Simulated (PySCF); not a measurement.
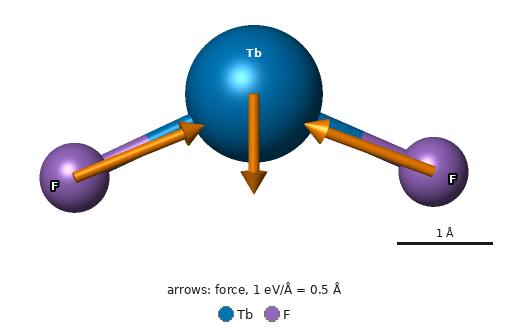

Starting geometry of TbF2 (charge +1) with the computed forces as orange arrows. The picture is a ball-and-stick view, seen at a tilt.

All numbers below come from RKS PBE0, Tb lcecp-1-SVP with ECP54, F def2-SVP; non-relativistic Hamiltonian with scalar-relativistic core potentials; density fitting (PySCF).

The input:
```
mol = gto.M(atom='''
Tb     0.00000     0.00000    -0.16540
F      1.91530    -0.00000     0.69180
F     -1.91530     0.00000     0.69180''',
    basis={'Tb': 'lcecp-1-SVP', 'F': 'def2-SVP'},
    ecp={'Tb': 'lcecp-1-SVP'},
    charge=1, spin=0)
mf = dft.RKS(mol, xc='PBE0')
mf.grids.atom_grid = (50, 194)  # f atoms: at least (60, 302), unpruned
mf = mf.density_fit()  # Tb AutoAux, F def2-universal-JKFIT
mf.conv_tol = 1e-08; mf.max_cycle = 55
mf.kernel(dm0)
# quasi-Newton relaxation in Cartesian coordinates to a largest gradient under 0.00045 Eh/bohr, steps kept in the point group
```

Launched with:
```bash
OMP_NUM_THREADS=2 python run.py
```

### Is this structure relaxed? If not, where do the atoms go?

It isn't relaxed: the largest force vector, on F atoms, is 2.98 eV/Å. The final displacements follow the starting forces only in part (cosine between the two patterns 0.53). The largest moves after the best rigid fit, 0.34 Å, are those of F2 and F3. By element the largest moves are F 0.34 Å, Tb 0.17 Å. Some distances before and after: Tb1–F2 2.098 → 1.939 Å. Among the angles between lasting bonds that change: F2–Tb1–F3 131.8° → 109.9°. The energy falls by 57.5 kJ/mol in 6 geometry steps. The largest force component goes from 2.8 to 0.002 eV/Å.
